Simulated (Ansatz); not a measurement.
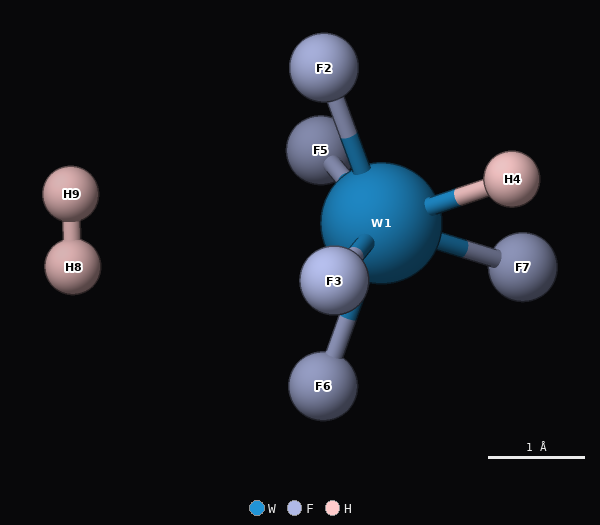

**Figure 1.** The structure as given in the input (ball-and-stick view, seen at a tilt; atoms are numbered from 1 in the order of the input). Sticks mark near contacts.

Nudged elastic band, with input and output: WH$_{3}$F$_{5}$

The run: nudged elastic band of WH$_{3}$F$_{5}$. Method and program: RKS B3LYP/def2-SVP (Ansatz 0.2.0).

One setting was made poor on purpose. It belongs to a series of runs on one base structure; here: band between the two ends. Figures and captions count atoms from 1; the log counts them from 0 in places.

**Input file**
```yaml
crystal:
  periodic: [false, false, false]
  atoms:
    - { symbol: W, position_ang: [0.044438, 0.156682, -0.162173] }
    - { symbol: F, position_ang: [0.1079, 0.98365, 1.502507] }
    - { symbol: F, position_ang: [1.89402, 0.318164, -0.046247] }
    - { symbol: H, position_ang: [0.230808, 1.764807, -0.655247] }
    - { symbol: F, position_ang: [-1.456263, -0.614926, 0.627084] }
    - { symbol: F, position_ang: [0.55116, -1.416827, -1.025032] }
    - { symbol: F, position_ang: [-1.068225, 0.395268, -1.632604] }
    - { symbol: H, position_ang: [1.127129, -2.279489, 1.720924] }
    - { symbol: H, position_ang: [0.865734, -1.845229, 2.287987] }
basis:
  gaussian: { orbitals: def2-SVP }
hamiltonian:
  xc: b3lyp
neb:
  order_check: false
  images: 7
  f_tol: 0.03
  max_iterations: 60
  initial_path: linear
  final_atoms:
    - { symbol: W, position_ang: [0.22090789, -0.09377944, -0.23334619] }
    - { symbol: F, position_ang: [-0.06770039, -0.69958317, 2.16172767] }
    - { symbol: F, position_ang: [1.45634894, 0.82219947, -1.27904147] }
    - { symbol: H, position_ang: [0.76281161, 1.14014084, 0.79466583] }
    - { symbol: F, position_ang: [-1.40491993, 0.56406855, 0.37976008] }
    - { symbol: F, position_ang: [0.11888966, -1.95276197, 0.07437156] }
    - { symbol: F, position_ang: [-0.49952663, -0.33408424, -1.97388229] }
    - { symbol: H, position_ang: [1.68271502, -0.35377402, 0.59023319] }
    - { symbol: H, position_ang: [0.02717482, -1.63032602, 2.10271063] }
```

Hardware: 4 threads of Arm Neoverse V1, 24 GiB of memory available, shared host.

Launch command:
```bash
ansatz run input.yaml --threads 4 --pin off --max-ram 5120MiB --backend cpu --events-out ev --progress --plain --runs-dir out
```

**Output**
```
Engine: ansatz 0.2.0, aarch64-unknown-linux-gnu
Functional definition: B3LYP
  parameter a0 = 0.2
  parameter ax = 0.72
  parameter ac = 0.81
  exchange = (1 - a0 - ax)*slater_x + ax*b88_x + a0*exact_x
  correlation = (1 - ac)*vwn_rpa_c + ac*lyp_c
1211 factors; integrals over basis functions are off by at most 2.5e-4 eV
mean field evaluation 1: about -15441.4376 eV, gradient 8.2e1 eV
mean field evaluation 2: about -15339.8895 eV, gradient 2.6e2 eV
mean field evaluation 4: about -15453.2235 eV, gradient 1.4e1 eV
mean field evaluation 8: about -15453.6198 eV, gradient 4.3e-1 eV
mean field evaluation 16: about -15453.6203 eV, gradient 1.1e-4 eV
mean field -15453.62027617 eV, -567.9100703093 hartree, gradient 7.9e-5 eV, S^2 0.000000; 0 other end points of the search recorded, 0 dependent functions left out
the calculation of the forces begins
reference -15453.62059768 eV, -567.9100821246 hartree; 31, 31 occupied and 86, 86 virtual orbitals, 1211 factors
1217 factors; integrals over basis functions are off by at most 1.5e-3 eV
mean field evaluation 32: about -15452.6428 eV, gradient 1.1e-3 eV
mean field -15452.64282912 eV, -567.8741497925 hartree, gradient 2.1e-5 eV, S^2 0.000000; 0 other end points of the search recorded, 0 dependent functions left out
[... from here on the field's lines of each further geometry are left out, up to the last ...]
NEB iter   1: max|band force component| = 9.438e0 eV/Å  barrier→ = 8.8386 eV  barrier← = 7.8611 eV  Δτ_max = 0.2000 Å  (285 SCF iters)
NEB iter   2: max|band force component| = 4.602e0 eV/Å  barrier→ = 6.0969 eV  barrier← = 5.1194 eV  Δτ_max = 0.2000 Å  (274 SCF iters)
NEB iter   3: max|band force component| = 4.011e0 eV/Å  barrier→ = 4.6035 eV  barrier← = 3.6261 eV  Δτ_max = 0.2000 Å  (270 SCF iters)
NEB iter   4: max|band force component| = 2.186e0 eV/Å  barrier→ = 3.3051 eV  barrier← = 2.3277 eV  Δτ_max = 0.2000 Å  (262 SCF iters)
NEB iter   5: max|band force component| = 1.228e0 eV/Å  barrier→ = 2.7590 eV  barrier← = 1.7816 eV  Δτ_max = 0.1983 Å  (254 SCF iters)
NEB iter   6: max|band force component| = 1.146e0 eV/Å  barrier→ = 2.3936 eV  barrier← = 1.4162 eV  Δτ_max = 0.1996 Å  (264 SCF iters)
NEB iter   7: max|band force component| = 1.642e0 eV/Å  barrier→ = 1.8959 eV  barrier← = 0.9184 eV  Δτ_max = 0.1000 Å  (261 SCF iters)
NEB iter   8: max|band force component| = 1.362e0 eV/Å  barrier→ = 1.4781 eV  barrier← = 0.5007 eV  Δτ_max = 0.1000 Å  (240 SCF iters)
NEB iter   9: max|band force component| = 7.494e-1 eV/Å  barrier→ = 1.3409 eV  barrier← = 0.3634 eV  Δτ_max = 0.2000 Å  (240 SCF iters)
NEB iter  10: max|band force component| = 1.785e0 eV/Å  barrier→ = 1.5353 eV  barrier← = 0.5579 eV  Δτ_max = 0.1009 Å  (239 SCF iters)
NEB iter  11: max|band force component| = 1.282e0 eV/Å  barrier→ = 1.6095 eV  barrier← = 0.6321 eV  Δτ_max = 0.1038 Å  (238 SCF iters)
NEB iter  12: max|band force component| = 9.995e-1 eV/Å  barrier→ = 1.6637 eV  barrier← = 0.6863 eV  Δτ_max = 0.0992 Å  (238 SCF iters)
NEB iter  13: max|band force component| = 1.310e0 eV/Å  barrier→ = 1.5788 eV  barrier← = 0.6014 eV  Δτ_max = 0.0500 Å  (239 SCF iters)
NEB iter  14: max|band force component| = 1.114e0 eV/Å  barrier→ = 1.4760 eV  barrier← = 0.4985 eV  Δτ_max = 0.1000 Å  (235 SCF iters)
NEB iter  15: max|band force component| = 8.208e-1 eV/Å  barrier→ = 1.2591 eV  barrier← = 0.2817 eV  Δτ_max = 0.1006 Å  (241 SCF iters)
NEB iter  16: max|band force component| = 7.343e-1 eV/Å  barrier→ = 1.0665 eV  barrier← = 0.0891 eV  Δτ_max = 0.1000 Å  (240 SCF iters)
NEB iter  17: max|band force component| = 6.390e-1 eV/Å  barrier→ = 1.0593 eV  barrier← = 0.0819 eV  Δτ_max = 0.1001 Å  (237 SCF iters)
NEB iter  18: max|band force component| = 4.338e-1 eV/Å  barrier→ = 1.0581 eV  barrier← = 0.0807 eV  CI = image 7  Δτ_max = 0.1001 Å  (233 SCF iters)
NEB iter  19: max|band force component| = 3.084e-1 eV/Å  barrier→ = 1.0623 eV  barrier← = 0.0848 eV  CI = image 7  Δτ_max = 0.0988 Å  (233 SCF iters)
NEB iter  20: max|band force component| = 2.637e-1 eV/Å  barrier→ = 1.0616 eV  barrier← = 0.0841 eV  CI = image 7  Δτ_max = 0.2000 Å  (231 SCF iters)
NEB iter  21: max|band force component| = 3.166e-1 eV/Å  barrier→ = 1.0442 eV  barrier← = 0.0667 eV  CI = image 7  Δτ_max = 0.0999 Å  (232 SCF iters)
NEB iter  22: max|band force component| = 2.511e-1 eV/Å  barrier→ = 1.0427 eV  barrier← = 0.0653 eV  CI = image 7  Δτ_max = 0.0390 Å  (237 SCF iters)
NEB iter  23: max|band force component| = 9.157e-2 eV/Å  barrier→ = 1.0412 eV  barrier← = 0.0637 eV  CI = image 7  Δτ_max = 0.0972 Å  (239 SCF iters)
NEB iter  24: max|band force component| = 1.238e-1 eV/Å  barrier→ = 1.0409 eV  barrier← = 0.0634 eV  CI = image 7  Δτ_max = 0.0487 Å  (226 SCF iters)
NEB iter  25: max|band force component| = 5.696e-2 eV/Å  barrier→ = 1.0408 eV  barrier← = 0.0634 eV  CI = image 7  Δτ_max = 0.0711 Å  (234 SCF iters)
NEB iter  26: max|band force component| = 3.741e-2 eV/Å  barrier→ = 1.0408 eV  barrier← = 0.0633 eV  CI = image 7  Δτ_max = 0.0510 Å  (235 SCF iters)
the calculation of the forces begins
reference -15452.77643888 eV, -567.8790598608 hartree; 31, 31 occupied and 86, 86 virtual orbitals, 1214 factors
1217 factors; integrals over basis functions are off by at most 9.4e-4 eV
mean field -15452.57955679 eV, -567.8718245773 hartree, gradient 1.7e-5 eV, S^2 0.000000; 1 other end points of the search recorded, 0 dependent functions left out
the calculation of the forces begins
reference -15452.57987053 eV, -567.8718361070 hartree; 31, 31 occupied and 86, 86 virtual orbitals, 1217 factors
NEB iter  27: max|band force component| = 2.447e-2 eV/Å  barrier→ = 1.0407 eV  barrier← = 0.0633 eV  CI = image 7  Δτ_max = 0.0000 Å  (462 SCF iters)
```

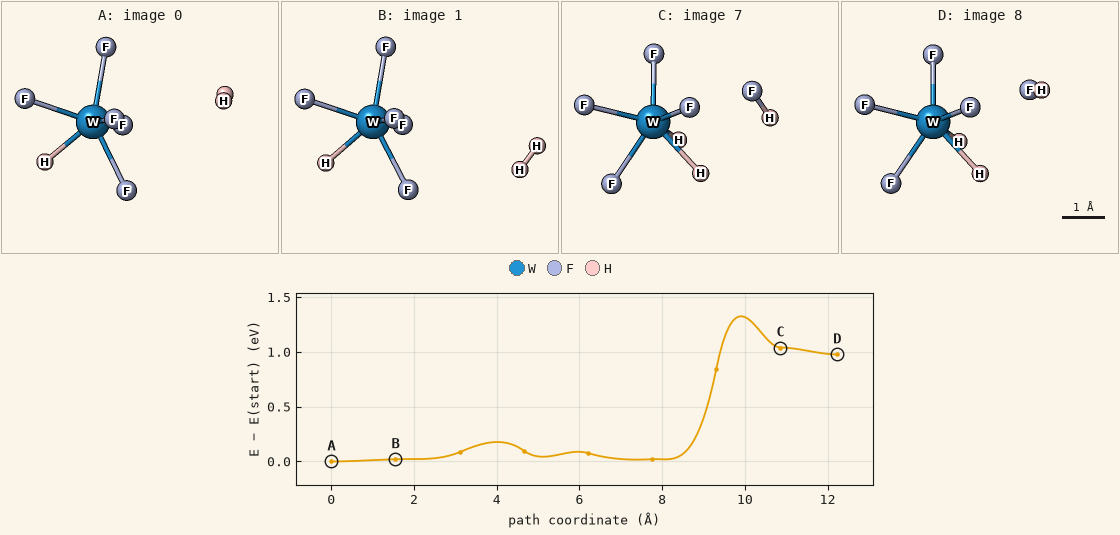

**Figure 2.** Images of the last band (counted from 0; ball-and-stick, seen at a tilt) above the energy along the path; the line is a cubic interpolation that uses the forces. The highest image is number 7, 1.041 eV above the start and 0.063 eV above the end (the climbing image); the end lies 0.977 eV above the start. The path is 12.23 Å long. The band converged in 27 iterations.

```
WARN: NEB: the barrier is in doubt: the path turns back at the climbing image. Check it with more images (neb.images), a lower neb.f_tol or relaxed end points
Total energy: -15452.57987053 eV, -567.8718361070 hartree
Atom 0 at     0.206104    -0.241891    -0.323110 Å, force    -0.008368    -0.004164    -0.009034 eV/Å
Atom 1 at    -0.292481    -0.819762     2.113955 Å, force     0.006769     0.003428     0.000716 eV/Å
Atom 2 at     1.572514     0.673481    -1.197777 Å, force     0.000284     0.000017     0.000858 eV/Å
Atom 3 at     0.653456     0.951201     0.805814 Å, force     0.000142     0.001527     0.002724 eV/Å
Atom 4 at    -1.463000     0.406940     0.173195 Å, force     0.000773     0.000921    -0.000870 eV/Å
Atom 5 at     0.017571    -2.078376    -0.112025 Å, force     0.001333     0.000032    -0.000734 eV/Å
Atom 6 at    -0.348846    -0.365837    -2.131219 Å, force     0.001825     0.000972     0.007512 eV/Å
Atom 7 at     1.573479    -0.592369     0.628054 Å, force     0.001956    -0.001421     0.001935 eV/Å
Atom 8 at     0.377904    -0.471286     2.660312 Å, force    -0.004715    -0.001312    -0.003107 eV/Å
Dipole moment:     0.227300     0.052023     0.760029 e Å
this run last wrote the band of iteration 27 to [file]
```

**The last band as extended XYZ (Å, eV, eV/Å)**
```
9
Properties=species:S:1:pos:R:3:forces:R:3 image=0 energy=-15453.62028
W     0.0444    0.1567   -0.1622    0.0006   0.0090   0.0033
F     0.1079    0.9837    1.5025   -0.0018   0.0016  -0.0017
F     1.8940    0.3182   -0.0462   -0.0004  -0.0021   0.0018
H     0.2308    1.7648   -0.6552    0.0032  -0.0014   0.0002
F    -1.4563   -0.6149    0.6271   -0.0023  -0.0001   0.0002
F     0.5512   -1.4168   -1.0250   -0.0008  -0.0003  -0.0014
F    -1.0682    0.3953   -1.6326   -0.0013  -0.0046  -0.0008
H     1.1271   -2.2795    1.7209    0.0054  -0.0041  -0.0068
H     0.8657   -1.8452    2.2880   -0.0027   0.0021   0.0051
9
Properties=species:S:1:pos:R:3:forces:R:3 image=1 energy=-15453.59992
W    -0.1533    0.1439   -0.2872   -0.0051  -0.0242  -0.0061
F    -0.1370    0.8327    1.4385    0.0003   0.0071   0.0036
F     1.6645   -0.0783    0.0421   -0.0016   0.0010   0.0058
H     0.3968    1.7116   -0.6131   -0.0094   0.0094  -0.0251
F    -1.8462   -0.3886    0.2797    0.0047  -0.0033   0.0059
F     0.1475   -1.4391   -1.2242    0.0033   0.0034   0.0001
F    -1.0300    0.6902   -1.8328    0.0129   0.0110   0.0184
H     1.8652   -1.8682    2.1439   -0.0005  -0.0021   0.0032
H     1.3892   -2.1419    2.6703   -0.0045  -0.0023  -0.0058
9
Properties=species:S:1:pos:R:3:forces:R:3 image=2 energy=-15453.53454
W    -0.3660    0.0723   -0.3399   -0.0100  -0.0133   0.0072
F    -0.3751    0.3304    1.4922    0.0283   0.0272   0.0058
F     1.4289   -0.3775   -0.1120    0.0118  -0.0233   0.1533
H     0.3931    1.5920   -0.3401   -0.0090   0.0211  -0.0749
F    -2.2062    0.0536   -0.0761    0.0075  -0.0011   0.0646
F    -0.3272   -1.5790   -1.2159   -0.0092   0.0301  -0.1550
F    -0.7566    0.8122   -1.9967   -0.0161  -0.0413   0.0022
H     2.3796   -1.7347    2.2446   -0.0034   0.0100  -0.0061
H     2.1263   -1.7072    2.9613    0.0002  -0.0095   0.0030
9
Properties=species:S:1:pos:R:3:forces:R:3 image=3 energy=-15453.52171
W    -0.3978    0.0661   -0.4028   -0.0033   0.0038  -0.0143
F    -0.5651    0.1500    1.4408   -0.0616  -0.1123  -0.0134
F     1.3271   -0.1835   -1.0596   -0.0192   0.0984  -0.2259
H     0.3810    1.5050    0.0568   -0.0063  -0.0263   0.1290
F    -2.2541   -0.0788   -0.4346    0.0270   0.1435  -0.0689
F    -0.2207   -1.7874   -0.2312    0.0489  -0.0479   0.2307
F    -0.7001    1.0750   -1.9245    0.0171  -0.0618  -0.0274
H     2.4924   -1.6949    2.2323    0.0063  -0.0074   0.0014
H     2.2341   -1.5893    2.9401   -0.0089   0.0101  -0.0113
9
Properties=species:S:1:pos:R:3:forces:R:3 image=4 energy=-15453.54370
W    -0.4245   -0.0105   -0.3809   -0.0057   0.0058   0.0078
F    -0.6436   -0.3168    1.4444    0.0043  -0.0497  -0.0012
F     1.3018    0.2390   -1.0291    0.0006   0.0403   0.0152
H     0.1095    1.4579    0.2779   -0.0165  -0.0023   0.0243
F    -2.1270    0.7076   -0.2145    0.0106   0.1099   0.0186
F     0.0573   -1.8120   -0.3231    0.0195  -0.0061  -0.0199
F    -0.9222    0.0551   -2.1700   -0.0068  -0.1030  -0.0349
H     2.7033   -1.5166    2.2166    0.0062  -0.0006  -0.0004
H     2.2422   -1.3416    2.7958   -0.0121   0.0055  -0.0094
9
Properties=species:S:1:pos:R:3:forces:R:3 image=5 energy=-15453.59924
W    -0.3403   -0.2257   -0.2241   -0.0059  -0.0018  -0.0022
F    -0.8538   -0.7104    1.4967   -0.0055   0.0005  -0.0047
F     1.3407    0.0927   -0.9527   -0.0028  -0.0022   0.0010
H     0.3116    1.0779    0.6368   -0.0044   0.0003  -0.0030
F    -1.8488    0.8543   -0.1019   -0.0028   0.0008  -0.0044
F     0.1749   -2.0170   -0.2376   -0.0028   0.0045  -0.0009
F    -0.9108   -0.2745   -1.9970   -0.0031   0.0022  -0.0030
H     2.4617   -0.5817    1.7253    0.0133  -0.0004   0.0101
H     1.9615   -0.7534    2.2717    0.0139  -0.0038   0.0072
9
Properties=species:S:1:pos:R:3:forces:R:3 image=6 energy=-15452.77612
W    -0.0320   -0.2741   -0.0875   -0.3524  -0.0222   0.3987
F    -0.5767   -0.7112    1.7292   -0.6004   0.0880  -0.7062
F     1.4806    0.3540   -1.0034   -0.0239  -0.4694   0.4547
H     0.5186    1.0776    0.7609   -0.2335   0.1757   0.0196
F    -1.6376    0.6083    0.0578   -0.2694   0.3759  -0.2709
F     0.3207   -2.1048   -0.0683    0.4923  -0.0197  -0.0418
F    -0.6051   -0.4325   -1.8691   -0.2599   0.0296   0.3816
H     1.6634   -0.5469    1.2270    0.1137   0.0302   1.0672
H     1.1647   -0.5084    1.8705    1.1334  -0.1881  -1.3029
9
Properties=species:S:1:pos:R:3:forces:R:3 image=7 energy=-15452.57956
W     0.2061   -0.2419   -0.3231   -0.0084  -0.0042  -0.0090
F    -0.2925   -0.8198    2.1140    0.0068   0.0034   0.0007
F     1.5725    0.6735   -1.1978    0.0003   0.0000   0.0009
H     0.6535    0.9512    0.8058    0.0001   0.0015   0.0027
F    -1.4630    0.4069    0.1732    0.0008   0.0009  -0.0009
F     0.0176   -2.0784   -0.1120    0.0013   0.0000  -0.0007
F    -0.3488   -0.3658   -2.1312    0.0018   0.0010   0.0075
H     1.5735   -0.5924    0.6281    0.0020  -0.0014   0.0019
H     0.3779   -0.4713    2.6603   -0.0047  -0.0013  -0.0031
9
Properties=species:S:1:pos:R:3:forces:R:3 image=8 energy=-15452.64283
W     0.2561   -0.1381   -0.2483    0.0305  -0.0263  -0.0163
F    -0.1984   -0.5565    2.1611   -0.0093   0.0109   0.0055
F     1.5437    0.7289   -1.2726   -0.0067  -0.0001  -0.0028
H     0.6862    1.1918    0.7106   -0.0060  -0.0002   0.0075
F    -1.4281    0.5151    0.1862   -0.0140   0.0084   0.0094
F     0.1788   -1.9683    0.2048    0.0064   0.0174  -0.0025
F    -0.3232   -0.5417   -2.0112    0.0005   0.0015   0.0063
H     1.6571   -0.2837    0.6997   -0.0045  -0.0097  -0.0011
H    -0.0755   -1.4855    2.1869    0.0033  -0.0017  -0.0059
```

**Results in brief**

| quantity | value |
| --- | --- |
| outcome | converged |
| barrier, forward | 1.041 eV |
| barrier, backward | 0.063 eV |
| wall time | 7.1 min (CPU time 27 min) |
| peak memory | 0.3 GiB |

**Remarks**

A deliberately poor setting: straight start. The order of the saddle point was not checked.
